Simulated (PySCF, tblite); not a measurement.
# C₇H₁₀N radical: geometry, infrared bands and EPR parameters

Aim: predict the infrared bands and EPR parameters of C₇H₁₀N radical (`CC1=C[C@@]2(N)[CH][C@H]2C1`).

Programs: tblite 0.8.0 and PySCF 2.14.0, with density-fitted response routines of our own. Each step states its level of theory. These are calculated values for one molecule in the gas phase, unless marked as measured. Atoms are numbered from 0 throughout.

### Step 1. The molecule as given

18 atoms, charge 0, multiplicity 2; geometry from: force field or distance geometry start.

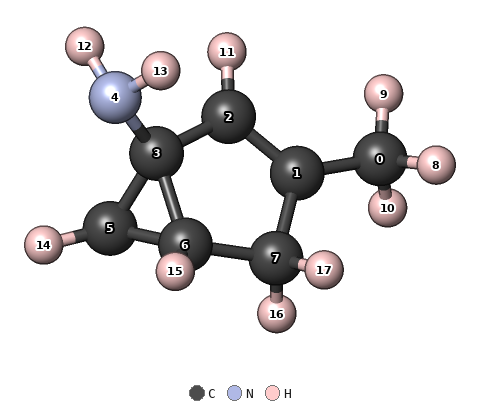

The starting geometry (carbon dark grey, nitrogen light blue, hydrogen pink), atoms numbered.

### Step 2. Relaxing the molecule with GFN2-xTB

What the job is given:

```
{"job": {"kind": "relax", "xc": "GFN2-xTB", "basis": "xTB"}, "charge": 0, "multiplicity": 2}
C     -2.339000    -0.939100    -0.515800
C     -1.016400    -0.340200    -0.275900
C      0.201300    -0.952800    -0.277400
C      1.310100    -0.036600     0.004900
N      2.356900    -0.484800     0.915300
C      1.585600     1.033800    -0.903300
C      0.670600     1.313100     0.181000
C     -0.819600     1.135700     0.029700
H     -2.987400    -0.805100     0.360100
H     -2.282900    -2.010100    -0.717700
H     -2.826600    -0.457700    -1.376900
H      0.336100    -2.003500    -0.489700
H      2.853600    -1.270100     0.512300
H      1.957700    -0.824500     1.775800
H      2.556800     1.516100    -0.980800
H      0.984200     1.983900     0.977500
H     -1.207400     1.752000    -0.790400
H     -1.342400     1.396200     0.953000
```

Run with:

```sh
OMP_NUM_THREADS=1 python probes_run.py task.json out
```

The driver reads the jobs from task.json and runs them one after another.

**Question.** This job is followed by: GFN2-xTB harmonic vibrations, gas phase; UKS B3LYP, pcH-1 on C H N, non-relativistic, mean-field spin-orbit, GIAO. Predict these results of the whole session: strongest single infrared mode (GFN2-xTB); zero-point energy (GFN2-xTB); g(iso) (B3LYP); ⟨S²⟩; largest a(iso) (averaged by class); potential on the surface of density 0.002 e/bohr³, 1st and 99th percentile.

The runs gave:

| quantity | value |
| --- | --- |
| strongest single infrared mode (GFN2-xTB) | 3058 cm⁻¹, 118 km/mol |
| zero-point energy (GFN2-xTB) | 93.7 kcal/mol |
| g(iso) (B3LYP) | 2.00275 |
| ⟨S²⟩ | 0.753 (exact 0.75) |
| largest a(iso) (averaged by class) | 13C on C5, 268.0 MHz |
| potential on the surface of density 0.002 e/bohr³, 1st and 99th percentile | -1.52 V and 1.54 V |

What this shows: Over 86 steps the energy fell by 0.287 eV; of the close pairs, C3–C6 changed most, 1.504 to 1.572 Å. All 48 modes are real, so the xTB geometry is a minimum. The strongest single mode, at 3058 cm⁻¹, moves mainly H14. GFN2-xTB is a fitted tight-binding method: band positions and strengths are rough. Its intensities can rank the bands wrongly. Most of the unpaired spin sits on C5 (0.83 e). The isotropic g lies 0.4 ppt above the free-electron value.
